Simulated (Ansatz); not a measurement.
# SiAsH2+ (triplet): wave-function methods side by side, cc-pVTZ

How much of the correlation energy of SiAsH2+ (triplet) does each wave-function method recover here?

Method: cc-pVTZ, core rule «outside noble gas», up to 19 orbitals frozen; program: Ansatz 0.2.0, Gaussian basis.

To be run: UHF; CCSD(T) on ROHF; CCSD(T) on UHF; BCCD(T) on ROHF; CCSDT(Q) on ROHF; CCSDT(Q) on UHF; CASSCF and MRCISD+Q, 10 electrons in 10 orbitals; CASSCF and NEVPT2, 10 electrons in 10 orbitals.

5 further runs of the same task are left out: 5 set aside as unsound or not needed. Runs told in other sessions of the task aren't counted.

### Step 1. The system

The geometry is a PBE0/def2-TZVP stationary point (not a proven minimum) of the parent state, kept for this charge and spin. No spin-orbit coupling is included. The filled d shell of As may be among the frozen orbitals whatever the setting's name suggests.

4 atoms, charge 1, spin multiplicity 3.

Atoms are counted from 1 here; the program's logs count them from 0.

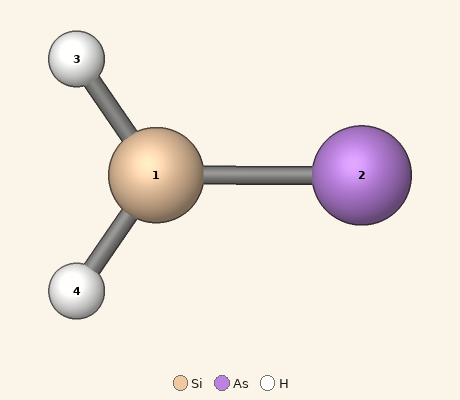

The structure; silicon light orange, arsenic purple, hydrogen white; atoms are numbered from 1 in the order of the file.

### Step 2. UHF

File in.yaml:

```yaml
crystal:
  periodic: [false, false, false]
  atoms:
    - {symbol: Si, position_ang: [0.000000, 0.000000, 1.527212]}
    - {symbol: As, position_ang: [0.000000, 0.000000, -0.636167]}
    - {symbol: H, position_ang: [0.000000, 1.225885, 2.366293]}
    - {symbol: H, position_ang: [0.000000, -1.225885, 2.366293]}
basis:
  gaussian: {orbitals: cc-pVTZ}
total_charge: 1
magnetization: {spin_polarized: true, initial_magnetization: 2}
hamiltonian: {xc: hf}
output: {orbitals: {seedname: orbitals}}
```

Run with:

```sh
$ ansatz run in.yaml --threads 1 --pin off --events-out ev --progress --plain --max-ram 4096MiB --backend cpu
```

Further steps of the session: CCSD(T) on ROHF; CCSD(T) on UHF; BCCD(T) on ROHF; CCSDT(Q) on ROHF; CCSDT(Q) on UHF; CASSCF and MRCISD+Q, 10 electrons in 10 orbitals; CASSCF and NEVPT2, 10 electrons in 10 orbitals.

**Question.** What will the summary of the whole plan be? Wanted: UCCSDT(Q) from the RHF energy; RMP2 from UCCSDT(Q); UMP2 from UCCSDT(Q); RCCSD from UCCSDT(Q); RCCSD(T) from UCCSDT(Q); UCCSD(T) from UCCSDT(Q); RCCSDT(Q) from UCCSDT(Q); NEVPT2 valence from UCCSDT(Q); MRCISD+Q valence from UCCSDT(Q).

The runs gave:

```
                         quantity                      value
    UCCSDT(Q) from the ROHF energy                 -6.2607 eV
              RMP2 from UCCSDT(Q)              +115.8 kJ/mol
              UMP2 from UCCSDT(Q)              +118.9 kJ/mol
             RCCSD from UCCSDT(Q)               +27.0 kJ/mol
          RCCSD(T) from UCCSDT(Q)                +5.3 kJ/mol
          UCCSD(T) from UCCSDT(Q)                +4.7 kJ/mol
         RCCSDT(Q) from UCCSDT(Q)                +0.8 kJ/mol
    NEVPT2 valence from UCCSDT(Q)              +113.6 kJ/mol
  MRCISD+Q valence from UCCSDT(Q)                +6.4 kJ/mol
levels within 1 kcal/mol (43 meV)  RCCSDT, UCCSDT, RCCSDT(Q)
                    T1 diagnostic                      0.020
   effectively unpaired electrons                       2.02
```

What this shows: RCCSD(T) misses by +5.3 kJ/mol, 0.9 % of the correlation energy. One determinant dominates. Of the multireference levels listed MRCISD+Q valence comes nearest in total energy (+6.4 kJ/mol), which doesn't show that its space is the better one. These misses are within one basis, not against nature; the frozen cores of restricted and unrestricted runs differ, which can shift their rows.
